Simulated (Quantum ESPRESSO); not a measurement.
**Co3Pd5 with and without spin polarisation**

Wanted: the size of the moments of Co3Pd5 in the parallel state.

Program: Quantum ESPRESSO 7.5. Level of theory: PBE; plane waves with GBRV 1.5 PBE potentials, no spin-orbit coupling. Results are calculated unless marked as measured.

### 1. Starting point

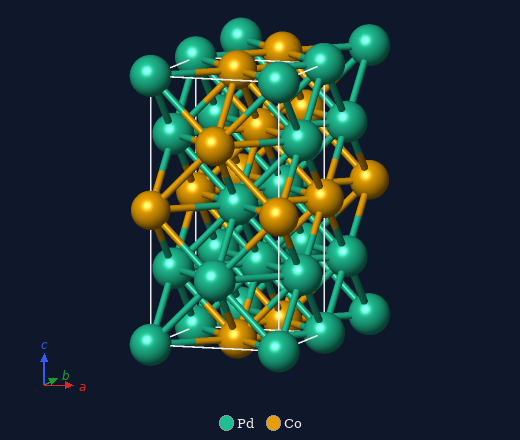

Start, viewed slightly off an axis; palladium teal, cobalt orange. 1×2×1 cells are drawn. Some periodic images of atoms are drawn too.

Coordinates:

```cif
data_structure
_symmetry_space_group_name_H-M 'P-4m2'
_symmetry_Int_Tables_number 115
_cell_length_a 3.7606
_cell_length_b 3.7606
_cell_length_c 7.5213
_cell_angle_alpha 90.000
_cell_angle_beta 90.000
_cell_angle_gamma 90.000
_cell_volume 106.37
loop_
_atom_site_label
_atom_site_type_symbol
_atom_site_symmetry_multiplicity
_atom_site_Wyckoff_symbol
_atom_site_fract_x
_atom_site_fract_y
_atom_site_fract_z
_atom_site_occupancy
Pd1 Pd 2 g 0.50000 0.00000 0.75000 1
Co1 Co 2 g 0.00000 0.50000 0.75000 1
Pd2 Pd 1 a 0.00000 0.00000 0.00000 1
Pd3 Pd 1 b 0.50000 0.50000 0.00000 1
Co2 Co 1 d 0.00000 0.00000 0.50000 1
Pd4 Pd 1 c 0.50000 0.50000 0.50000 1
```

The cell was typed by rule, not taken from a database of measured structures.

### 2. Run 1 (ferro +++)

The signs are those of the starting moments on the seeded atoms, the atoms that are given a moment.

Input file pw.in:

```
&CONTROL
  calculation = 'scf'
  prefix = 'pwscf'
  outdir = './tmp'
  pseudo_dir = './pseudo'
  disk_io = 'nowf'
/
&SYSTEM
  ibrav = 0
  celldm(1) = 8
  nat = 8
  ntyp = 2
  ecutwfc = 40
  ecutrho = 280
  nbnd = 83
  occupations = 'smearing'
  smearing = 'fd'
  degauss = 0.00367493
  nspin = 2
  starting_magnetization(1) = 0
  starting_magnetization(2) = 0.1
/
&ELECTRONS
  conv_thr = 1.6d-08
  electron_maxstep = 150
  mixing_beta = 0.3
/
ATOMIC_SPECIES
Pd    106.4200 pd_pbe_v1.4.uspp.F.UPF
Co     58.9332 co_pbe_v1.2.uspp.F.UPF
CELL_PARAMETERS alat
   0.8883189134276    0.0000000000000    0.0000000000000
   0.0000000000000    0.8883189134276    0.0000000000000
   0.0000000000000    0.0000000000000    1.7766378268552
ATOMIC_POSITIONS crystal
Pd      0.0000000000    0.0000000000    0.0000000000
Co      0.5000000000    0.5000000000    0.0000000000
Pd      0.5000000000    0.0000000000    0.2500000000
Pd      0.0000000000    0.5000000000    0.2500000000
Co      0.0000000000    0.0000000000    0.5000000000
Pd      0.5000000000    0.5000000000    0.5000000000
Co      0.5000000000    0.0000000000    0.7500000000
Pd      0.0000000000    0.5000000000    0.7500000000
K_POINTS automatic
9 9 5 0 0 0
```

The run is started by

```bash
OMP_NUM_THREADS=1 mpirun -n 4 pw.x -nk 4 -in pw.in > pw.out
```

Log:

```text
Program PWSCF v.7.5 starts

     Message from routine setup:
     using ibrav=0 with symmetry is DISCOURAGED, use correct ibrav instead

     K-points division:     npool     =       4
     Subspace diagonalization in iterative solution of the eigenvalue problem:

     G-vector sticks info
     --------------------
     sticks:   dense  smooth     PW     G-vecs:    dense   smooth      PW
     Sum        1117     641    193                56751    24433    3991

     Using Slab Decomposition

     bravais-lattice index     =            0
     lattice parameter (alat)  =       8.0000  a.u.
     unit-cell volume          =     717.8053 (a.u.)^3
     number of atoms/cell      =            8
     number of atomic types    =            2
     number of electrons       =       131.00
     number of Kohn-Sham states=           83
     kinetic-energy cutoff     =      40.0000  Ry
     charge density cutoff     =     280.0000  Ry
     scf convergence threshold =      1.6E-08
     mixing beta               =       0.3000
     number of iterations used =            8  plain     mixing
     Exchange-correlation= SLA  PW   PBE  PBE
                           (   1   4   3   4   0   0   0)

     celldm(1)=   8.000000  celldm(2)=   0.000000  celldm(3)=   0.000000
     celldm(4)=   0.000000  celldm(5)=   0.000000  celldm(6)=   0.000000

     crystal axes: (cart. coord. in units of alat)
               a(1) = (   0.888319   0.000000   0.000000 )
               a(2) = (   0.000000   0.888319   0.000000 )
               a(3) = (   0.000000   0.000000   1.776638 )

     reciprocal axes: (cart. coord. in units 2 pi/alat)
               b(1) = (  1.125722  0.000000  0.000000 )
               b(2) = (  0.000000  1.125722  0.000000 )
               b(3) = (  0.000000  0.000000  0.562861 )

     PseudoPot. # 1 for Pd read from file:
     pd_pbe_v1.4.uspp.F.UPF
     Pseudo is Ultrasoft + core correction, Zval = 16.0
     Generated by new atomic code, or converted to UPF format
     Using radial grid of  887 points,  6 beta functions with:
                l(1) =   0
                l(2) =   0
                l(3) =   1
                l(4) =   1
                l(5) =   2
                l(6) =   2
     Q(r) pseudized with  8 coefficients,  rinner =    1.130   1.130   1.130
                                                       1.130   1.130

     PseudoPot. # 2 for Co read from file:
     co_pbe_v1.2.uspp.F.UPF
     Pseudo is Ultrasoft + core correction, Zval = 17.0
     Generated by new atomic code, or converted to UPF format
     Using radial grid of  863 points,  6 beta functions with:
                l(1) =   0
                l(2) =   0
                l(3) =   1
                l(4) =   1
                l(5) =   2
                l(6) =   2
     Q(r) pseudized with  8 coefficients,  rinner =    1.200   1.200   1.200
                                                       1.200   1.200

     atomic species   valence    mass     pseudopotential
     Pd               16.00   106.42000     Pd( 1.00)
     Co               17.00    58.93320     Co( 1.00)

     Starting magnetic structure
     atomic species   magnetization
     Pd              0.000
     Co              0.100

      8 Sym. Ops. (no inversion) found ( 4 have fractional translation)

   Cartesian axes

     site n.     atom                  positions (alat units)
         1        Pd     tau(   1) = (   0.0000000   0.0000000   0.0000000  )
         2        Co     tau(   2) = (   0.4441595   0.4441595   0.0000000  )
         3        Pd     tau(   3) = (   0.4441595   0.0000000   0.4441595  )
         4        Pd     tau(   4) = (   0.0000000   0.4441595   0.4441595  )
         5        Co     tau(   5) = (   0.0000000   0.0000000   0.8883189  )
         6        Pd     tau(   6) = (   0.4441595   0.4441595   0.8883189  )
         7        Co     tau(   7) = (   0.4441595   0.0000000   1.3324784  )
         8        Pd     tau(   8) = (   0.0000000   0.4441595   1.3324784  )

     number of k points=    45  Fermi-Dirac smearing, width (Ry)=  0.0037
                       cart. coord. in units 2pi/alat
        k(    1) = (   0.0000000   0.0000000   0.0000000), wk =   0.0024691
        k(    2) = (   0.0000000   0.0000000   0.1125722), wk =   0.0049383
        k(    3) = (   0.0000000   0.0000000   0.2251444), wk =   0.0049383
        k(    4) = (   0.0000000   0.1250802   0.0000000), wk =   0.0098765
        k(    5) = (   0.0000000   0.1250802   0.1125722), wk =   0.0197531
        [... 40 further k-points ...]

     Dense  grid:    56751 G-vectors     FFT dimensions: (  40,  40,  80)

     Smooth grid:    24433 G-vectors     FFT dimensions: (  30,  30,  60)

     Check: negative core charge=   -0.000017
     Generating pointlists ...
     new r_m :   0.2591 (alat units)  2.0728 (a.u.) for type    1
     new r_m :   0.2591 (alat units)  2.0728 (a.u.) for type    2

     Initial potential from superposition of free atoms

     starting charge     125.4999, renormalised to     131.0000

     negative rho (up, down):  2.075E-01 2.075E-01
     Starting wfcs are   99 randomized atomic wfcs

     Self-consistent Calculation

     iteration #  1     ecut=    40.00 Ry     beta= 0.30
     Davidson diagonalization with overlap
     ethr =  1.00E-02,  avg # of iterations =  2.6

     negative rho (up, down):  2.057E-01 2.059E-01

     total energy              =   -1881.88635224 Ry
     estimated scf accuracy    <      27.48511226 Ry

     total magnetization       =     3.05 Bohr mag/cell
     absolute magnetization    =     3.63 Bohr mag/cell

     iteration #  2     ecut=    40.00 Ry     beta= 0.30
     Davidson diagonalization with overlap
     ethr =  1.00E-02,  avg # of iterations =  2.9

     negative rho (up, down):  2.065E-01 2.066E-01

     total energy              =   -1879.26387454 Ry
     estimated scf accuracy    <     147.05714005 Ry

     total magnetization       =     0.41 Bohr mag/cell
     absolute magnetization    =     0.56 Bohr mag/cell

     iteration #  3     ecut=    40.00 Ry     beta= 0.30
     Davidson diagonalization with overlap
     ethr =  1.00E-02,  avg # of iterations =  2.6

     negative rho (up, down):  2.075E-01 2.075E-01

     total energy              =   -1887.09937957 Ry
     estimated scf accuracy    <      14.41647996 Ry

     total magnetization       =     6.73 Bohr mag/cell
     absolute magnetization    =     6.94 Bohr mag/cell

     [... further iterations left out ...]

     iteration # 19     ecut=    40.00 Ry     beta= 0.30
     Davidson diagonalization with overlap
     ethr =  3.02E-10,  avg # of iterations =  1.2

     negative rho (up, down):  2.103E-01 2.078E-01

     total energy              =   -1888.93810588 Ry
     estimated scf accuracy    <       0.00000035 Ry

     total magnetization       =     7.46 Bohr mag/cell
     absolute magnetization    =     8.24 Bohr mag/cell

     iteration # 20     ecut=    40.00 Ry     beta= 0.30
     Davidson diagonalization with overlap
     ethr =  2.65E-10,  avg # of iterations =  1.0

     negative rho (up, down):  2.103E-01 2.078E-01

     total energy              =   -1888.93810590 Ry
     estimated scf accuracy    <       0.00000002 Ry

     total magnetization       =     7.46 Bohr mag/cell
     absolute magnetization    =     8.24 Bohr mag/cell

     iteration # 21     ecut=    40.00 Ry     beta= 0.30
     Davidson diagonalization with overlap
     ethr =  1.54E-11,  avg # of iterations =  1.8

     negative rho (up, down):  2.103E-01 2.078E-01

     total energy              =   -1888.93810591 Ry
     estimated scf accuracy    <       0.00000003 Ry

     total magnetization       =     7.46 Bohr mag/cell
     absolute magnetization    =     8.24 Bohr mag/cell

     iteration # 22     ecut=    40.00 Ry     beta= 0.30
     Davidson diagonalization with overlap
     ethr =  1.54E-11,  avg # of iterations =  1.0

     negative rho (up, down):  2.103E-01 2.078E-01

     Magnetic moment per site  (integrated on atomic sphere of radius R)
     atom   1 (R=0.259)  charge= 14.2979  magn=  0.3122
     atom   2 (R=0.259)  charge= 15.8040  magn=  2.0544
     atom   3 (R=0.259)  charge= 14.3128  magn=  0.3078
     atom   4 (R=0.259)  charge= 14.3122  magn=  0.3406
     atom   5 (R=0.259)  charge= 15.8040  magn=  2.0544
     atom   6 (R=0.259)  charge= 14.2979  magn=  0.3122
     atom   7 (R=0.259)  charge= 15.7899  magn=  2.0511
     atom   8 (R=0.259)  charge= 14.2775  magn=  0.3660

     End of self-consistent calculation

     [... lines left out ...]
     the Fermi energy is    19.0470 ev

!    total energy              =   -1888.93810591 Ry
     estimated scf accuracy    <          3.0E-09 Ry
     smearing contrib. (-TS)   =      -0.00546157 Ry
     internal energy E=F+TS    =   -1888.93264434 Ry

     The total energy is F=E-TS. E is the sum of the following terms:
     one-electron contribution =    -704.03628209 Ry
     hartree contribution      =     454.57236123 Ry
     xc contribution           =    -255.02089186 Ry
     ewald contribution        =   -1384.44783162 Ry

     total magnetization       =     7.46 Bohr mag/cell
     absolute magnetization    =     8.24 Bohr mag/cell

     convergence has been achieved in  22 iterations

=------------------------------------------------------------------------------=
   JOB DONE.
=------------------------------------------------------------------------------=
```

The job ended after 3.8 min (4 MPI ranks of Intel Xeon at 2.70GHz, shared host; peak memory 0.89 GiB; 15 min of CPU time).

Spin moment in the atom's sphere by atom:

```csv
atom,spin moment in the atom's sphere (μB)
Pd1,0.31
Co2,2.05
Pd3,0.31
Pd4,0.34
Co5,2.05
Pd6,0.31
Co7,2.05
Pd8,0.37
```

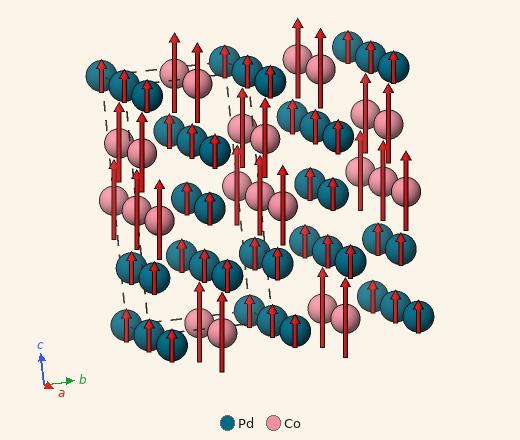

Spin moment in the atom's sphere as arrows, the longest 2.05 μB. Up and down stand for the sign. Arrows give size and sign along the axis of quantisation, drawn up and down the page. Each arrow also spans its atom, so small moments look longer than they are. 2×2×1 cells are drawn. Some periodic images of atoms are drawn too.

This step gave:

```
smearing term TS       : 0.07431 eV
magnetization          : 7.461 μB
absolute magnetization : 8.242 μB
final state            : ferromagnetic
```

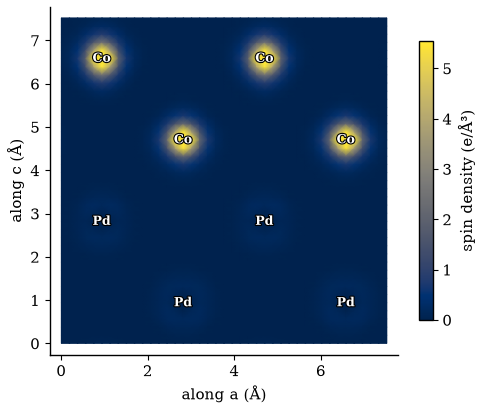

Spin density in the ac plane at fractional y = 0.000, with atoms of Pd and Co within 0.2 Å of it. The map starts off the cell's origin, so that atoms lie inside it.

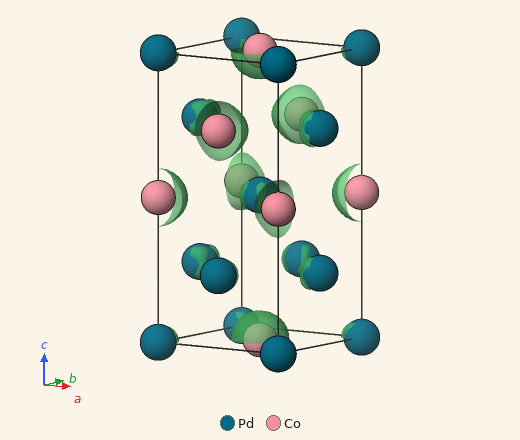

Surface of spin density = 0.21 e/Å³, which holds about 70 % of the integral of its size.

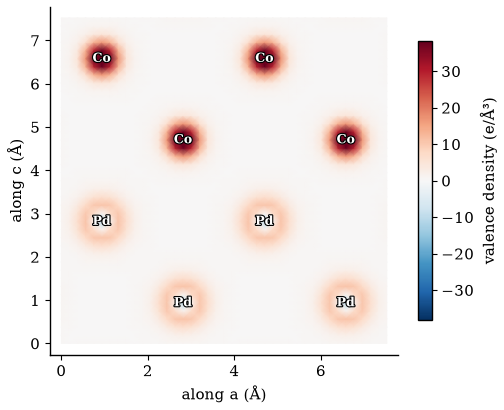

Valence density in the ac plane at fractional y = 0.000, with atoms of Pd and Co within 0.2 Å of it. It is the smooth field of the valence electrons, not physical close to the nuclei. The map starts off the cell's origin, so that atoms lie inside it.

### 3. Start 2: no spin polarisation

pw.in: that of step 2 with these lines changed.

```diff
@@ -14,3 +14,3 @@
   ecutrho = 280
-  nbnd = 83
+  nbnd = 81
   occupations = 'smearing'
@@ -18,5 +18,2 @@
   degauss = 0.00367493
-  nspin = 2
-  starting_magnetization(1) = 0
-  starting_magnetization(2) = 0.1
 /
```

Log:

```text
[banner, memory and clock lines left out]
Program PWSCF v.7.5 starts

     Message from routine setup:
     using ibrav=0 with symmetry is DISCOURAGED, use correct ibrav instead

     bravais-lattice index     =            0
     lattice parameter (alat)  =       8.0000  a.u.
     unit-cell volume          =     717.8053 (a.u.)^3
     number of atoms/cell      =            8
     number of atomic types    =            2
     number of electrons       =       131.00
     number of Kohn-Sham states=           81
     kinetic-energy cutoff     =      40.0000  Ry
     charge density cutoff     =     280.0000  Ry
     scf convergence threshold =      1.6E-08
     mixing beta               =       0.3000
     number of iterations used =            8  plain     mixing
     Exchange-correlation= SLA  PW   PBE  PBE
                           (   1   4   3   4   0   0   0)

     celldm(1)=   8.000000  celldm(2)=   0.000000  celldm(3)=   0.000000
     celldm(4)=   0.000000  celldm(5)=   0.000000  celldm(6)=   0.000000

     crystal axes: (cart. coord. in units of alat)
               a(1) = (   0.888319   0.000000   0.000000 )
               a(2) = (   0.000000   0.888319   0.000000 )
               a(3) = (   0.000000   0.000000   1.776638 )

     reciprocal axes: (cart. coord. in units 2 pi/alat)
               b(1) = (  1.125722  0.000000  0.000000 )
               b(2) = (  0.000000  1.125722  0.000000 )
               b(3) = (  0.000000  0.000000  0.562861 )

     PseudoPot. # 1 for Pd read from file:
     pd_pbe_v1.4.uspp.F.UPF
     Pseudo is Ultrasoft + core correction, Zval = 16.0

     PseudoPot. # 2 for Co read from file:
     co_pbe_v1.2.uspp.F.UPF
     Pseudo is Ultrasoft + core correction, Zval = 17.0

     atomic species   valence    mass     pseudopotential
     Pd               16.00   106.42000     Pd( 1.00)
     Co               17.00    58.93320     Co( 1.00)

      8 Sym. Ops. (no inversion) found ( 4 have fractional translation)

   Cartesian axes

     site n.     atom                  positions (alat units)
         1        Pd     tau(   1) = (   0.0000000   0.0000000   0.0000000  )
         2        Co     tau(   2) = (   0.4441595   0.4441595   0.0000000  )
         3        Pd     tau(   3) = (   0.4441595   0.0000000   0.4441595  )
         4        Pd     tau(   4) = (   0.0000000   0.4441595   0.4441595  )
         5        Co     tau(   5) = (   0.0000000   0.0000000   0.8883189  )
         6        Pd     tau(   6) = (   0.4441595   0.4441595   0.8883189  )
         7        Co     tau(   7) = (   0.4441595   0.0000000   1.3324784  )
         8        Pd     tau(   8) = (   0.0000000   0.4441595   1.3324784  )

     number of k points=    45  Fermi-Dirac smearing, width (Ry)=  0.0037
                       cart. coord. in units 2pi/alat
        k(    1) = (   0.0000000   0.0000000   0.0000000), wk =   0.0049383
        k(    2) = (   0.0000000   0.0000000   0.1125722), wk =   0.0098765
        k(    3) = (   0.0000000   0.0000000   0.2251444), wk =   0.0098765
        k(    4) = (   0.0000000   0.1250802   0.0000000), wk =   0.0197531
        k(    5) = (   0.0000000   0.1250802   0.1125722), wk =   0.0395062
        [... 40 further k-points ...]

     Dense  grid:    56751 G-vectors     FFT dimensions: (  40,  40,  80)

     Smooth grid:    24433 G-vectors     FFT dimensions: (  30,  30,  60)

     Check: negative core charge=   -0.000017

     Initial potential from superposition of free atoms

     starting charge     125.4999, renormalised to     131.0000

     negative rho (up, down):  4.150E-01 0.000E+00
     Starting wfcs are   99 randomized atomic wfcs

     Self-consistent Calculation

     iteration #  1     ecut=    40.00 Ry     beta= 0.30
     Davidson diagonalization with overlap
     ethr =  1.00E-02,  avg # of iterations =  2.1

     negative rho (up, down):  4.113E-01 0.000E+00

     total energy              =   -1881.08789659 Ry
     estimated scf accuracy    <      29.09813678 Ry

     iteration #  2     ecut=    40.00 Ry     beta= 0.30
     Davidson diagonalization with overlap
     ethr =  1.00E-02,  avg # of iterations =  3.4

     negative rho (up, down):  4.130E-01 0.000E+00

     total energy              =   -1878.95407671 Ry
     estimated scf accuracy    <     161.78842358 Ry

     [... further iterations left out ...]

     iteration # 17     ecut=    40.00 Ry     beta= 0.30
     Davidson diagonalization with overlap
     ethr =  1.73E-08,  avg # of iterations =  1.0

     negative rho (up, down):  4.183E-01 0.000E+00

     total energy              =   -1888.82236067 Ry
     estimated scf accuracy    <       0.00000013 Ry

     iteration # 18     ecut=    40.00 Ry     beta= 0.30
     Davidson diagonalization with overlap
     ethr =  1.01E-10,  avg # of iterations =  1.1

     negative rho (up, down):  4.183E-01 0.000E+00

     End of self-consistent calculation

     [... lines left out ...]
     the Fermi energy is    18.8399 ev

!    total energy              =   -1888.82236066 Ry
     estimated scf accuracy    <       0.00000001 Ry
     smearing contrib. (-TS)   =      -0.01447659 Ry
     internal energy E=F+TS    =   -1888.80788407 Ry

     The total energy is F=E-TS. E is the sum of the following terms:
     one-electron contribution =    -704.50810580 Ry
     hartree contribution      =     454.85099766 Ry
     xc contribution           =    -254.70294431 Ry
     ewald contribution        =   -1384.44783162 Ry

     convergence has been achieved in  18 iterations
```

Elapsed: 81 s, on 4 MPI ranks; peak memory 0.68 GiB; 5.4 min of CPU time.

Numbers from this step:

```yaml
smearing_term_ts: 0.1970 eV
final_state: non-magnetic (no spin polarisation)
```

### 4. The states side by side

An order is kept where moments of 0.15 μB or more survive with the typed signs; meshes match where a doubled cell samples the same k points as the first cell.

Orders:

```csv
start,final state,typed order kept,energy over the lowest (meV a seeded atom),largest site moment (μB),net moment (μB a cell of the first run),mesh matched,CPU time (s)
ferro +++,ferromagnetic,yes,0,2.054,7.461,yes,901.8
no spin polarisation,non-magnetic,-,524.9,0,0,yes,324.1
```

### 5. Results

| Property | Result |
| --- | --- |
| state found | ferromagnetic (from ferro +++) |
| largest site moment | 2.05 μB |
| state without moments | 525 meV a seeded atom higher |

**Reading.** No opposed start was run, so this says nothing of the order that the crystal takes. The cell was built by rule and the atoms were not relaxed, which can move these energies.

[Logs and program files are shortened in this print: banners, set-up blocks, solver, clock and traceback lines can be left out without a mark of their own.]

[Logs are printed without paths, hosts, clocks, repeated set-up lines and the standing remarks that a program may print on its own settings, such as how far it seeks lower states.]

[Hosts, paths, dates, database ids (printed as entryN), source tags and the programs' standing remarks are cut or masked in the printed files.]

[Where a cell is said to come from a database of computed structures, the database is the Materials Project.]
